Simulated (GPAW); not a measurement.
## Ni3 Cu4 Ni3 111: parallel and opposed starts

Wanted: the moments of Ni3 Cu4 Ni3 111 and the energy of each order that was tried.

Calculated with GPAW 26.7.0; PBE; plane waves with GPAW's PAW setups, scalar-relativistic.

## Step 1: The starting structure

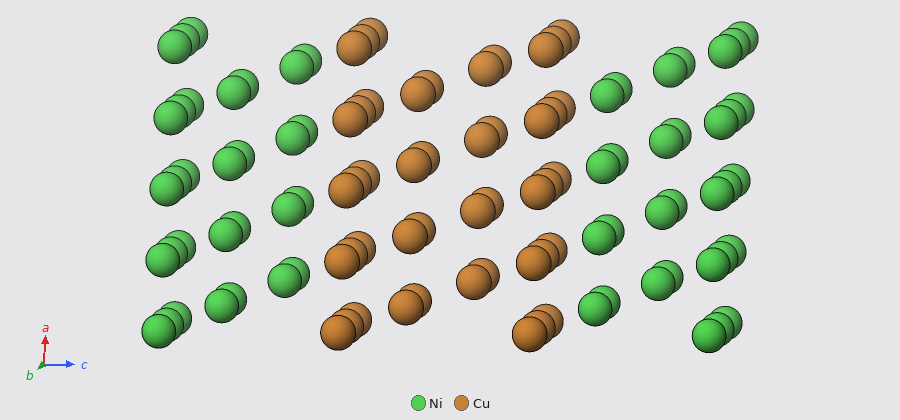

The cell as given, from the side, with the c axis across the page (nickel green, copper orange). 4×2×1 cells are drawn. Some periodic images of atoms are drawn too.

The cell holds 10 atoms: 6 Ni and 4 Cu. Cell: a = 2.556 Å, b = 2.556 Å, c = 29.972 Å, α = 90.0°, β = 90.0°, γ = 120.0°. ideal sites on the substrate's mesh, layer spacings from atomic volumes, unrelaxed, 12 A of vacuum. Vacuum lies along c.

## Step 2: Order 1, typed as ferro ++++++

Parallel moments need no larger cell; this start tests for a ferromagnetic state only.

Contents of order1.py:

```python
import json
import numpy as np
from ase import Atoms
from ase.parallel import paropen, parprint
from gpaw import GPAW

atoms = Atoms(['Ni', 'Ni', 'Ni', 'Cu', 'Cu', 'Cu', 'Cu', 'Ni', 'Ni', 'Ni'],
    cell=[[2.556191, 0.0, 0.0],
         [-1.278096, 2.213726, 0.0],
         [0.0, 0.0, 29.972302]],
    scaled_positions=[[0.0, 0.0, 0.200185],
         [0.333333, 0.666667, 0.264452],
         [0.666667, 0.333333, 0.328719],
         [0.0, 0.0, 0.39564],
         [0.333333, 0.666667, 0.465213],
         [0.666667, 0.333333, 0.534787],
         [0.0, 0.0, 0.60436],
         [0.333333, 0.666667, 0.671281],
         [0.666667, 0.333333, 0.735548],
         [0.0, 0.0, 0.799815]],
    pbc=True,
    magmoms=[0.8, 0.8, 0.8, 0.0, 0.0, 0.0, 0.0, 0.8, 0.8, 0.8])
atoms.calc = GPAW(mode={'name': 'pw', 'ecut': 450},
    xc='PBE',
    kpts={'size': (20, 20, 1), 'gamma': True},
    occupations={'name': 'fermi-dirac', 'width': 0.05},
    convergence={'density': 1e-05, 'energy': 1e-05},
    maxiter=200,
    mixer={'name': 'pulay', 'beta': 0.03, 'nmaxold': 8, 'weight': 100},
    symmetry={'tolerance': 1e-4},
    txt='order1.txt')
e = atoms.get_potential_energy(force_consistent=True)
res = {'free_energy': e, 'energy_sigma0': atoms.get_potential_energy(), 'fermi_energy': atoms.calc.get_fermi_level()}
res['moments'] = atoms.get_magnetic_moments().tolist()
res['total'] = atoms.get_magnetic_moment()
parprint('site moments (muB):', np.round(res['moments'], 3))
parprint(f"total moment: {res['total']:.3f} muB")
parprint(f'free energy: {e:.6f} eV')
atoms.calc.write('order1.gpw')
with paropen('results.json', 'w') as f:
    json.dump(res, f)
```

Run with:

```sh
OMP_NUM_THREADS=1 mpirun -n 4 gpaw python order1.py > order1.log
```

The next run changes these lines of the input before it:

```diff
@@ -21,3 +21,3 @@
     pbc=True,
-    magmoms=[0.8, 0.8, 0.8, 0.0, 0.0, 0.0, 0.0, 0.8, 0.8, 0.8])
+    magmoms=[0.8, 0.8, 0.8, 0.0, 0.0, 0.0, 0.0, -0.8, -0.8, -0.8])
 atoms.calc = GPAW(mode={'name': 'pw', 'ecut': 450},
@@ -30,3 +30,3 @@
     symmetry={'tolerance': 1e-4},
-    txt='order1.txt')
+    txt='order2.txt')
 e = atoms.get_potential_energy(force_consistent=True)
@@ -38,3 +38,3 @@
 parprint(f'free energy: {e:.6f} eV')
-atoms.calc.write('order1.gpw')
+atoms.calc.write('order2.gpw')
 with paropen('results.json', 'w') as f:
```

Before running: what should come out for the largest site moment?

The site moments add up to 4.04 μB, near the cell's 3.81 μB; the space between the atoms is polarised against them. Symmetry leaves 5 kinds of site among the 10 atoms, and equivalent atoms carry values of equal size. The lowest state found is ferromagnetic, reached from the start ferro ++++++, with moments up to 0.761 μB.

* lowest state found: ferromagnetic (started as ferro ++++++)
* largest site moment: 0.761 μB
* next state: antiferromagnetic, 0.732 meV a seeded atom higher

The two lowest states lie so close that the mesh, the functional or spin–orbit coupling could swap them. Only 2 starts are shown; other collinear patterns, canted and longer-period orders are not.

[Logs and program files are shortened in this print: banners, set-up blocks, solver, clock and traceback lines can be left out without a mark of their own.]

[Logs are printed without paths, hosts, clocks, repeated set-up lines and the standing remarks that a program may print on its own settings, such as how far it seeks lower states.]

[Hosts, paths, dates, database ids (printed as entryN), source tags and the programs' standing remarks are cut or masked in the printed files.]

[Where a cell is said to come from a database of computed structures, the database is the Materials Project.]
